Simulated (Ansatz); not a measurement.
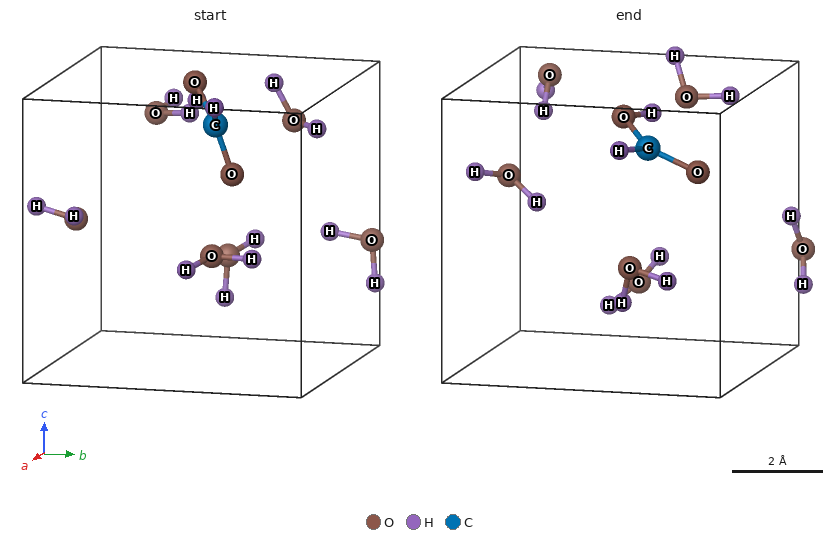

The structure of an amorphous cell of composition H14CO8 before (left) and after (right) a relaxation, at one scale.

A ball-and-stick model of the cell of the calculation, seen slightly off an axis.

The cell holds 6 H2O + 1 HCOOH. The run prepares the start of a later molecular dynamics calculation, from a guessed geometry.

Method: DFT PBE-D3(BJ), scalar-relativistic, plane waves, PAW in Ansatz. Set-up: plane-wave cutoff 420 eV; k-point mesh 1 × 1 × 1; occupations fermi dirac; smearing width 0.05 eV; no spin polarisation; atoms relaxed in a fixed cell; force threshold 0.3 eV/Å; at most 15 steps.

Describe what moved and what it gained.

Answer. The relaxation stopped without meeting its thresholds, so the last structure isn't shown to be converged. It used up its limit of 15 steps. After 14 geometry steps the energy has fallen by 177 meV per atom. The largest force component goes from 1 to 0.93 eV/Å. The largest move is that of an H atom, 1.52 Å along [2 −3 0]. Largest moves by element: H 1.52 Å, O 1.17 Å, C 0.60 Å. The cell stays as it was. Some distances before and after: H–O 0.980 → 1.040 Å, C–O 1.350 → 1.309 Å, H–O 0.969 → 1.007 Å, C–O 1.212 → 1.234 Å. Among the angles between lasting bonds that change: C–O–H 106.0° → 111.3°, H–O–H 104.0° → 100.3°, O–C–H 125.5° → 121.8°. Cost: 23 s on 1 thread of AMD EPYC 7R43 64-Core Processor (Zen 3), with other jobs on the host, peak memory 0.4 GiB.

Limits of the set-up: the program's low-accuracy preset was used; the periodic images lie only 6.4 Å apart, so the values are limited by the cell's size.
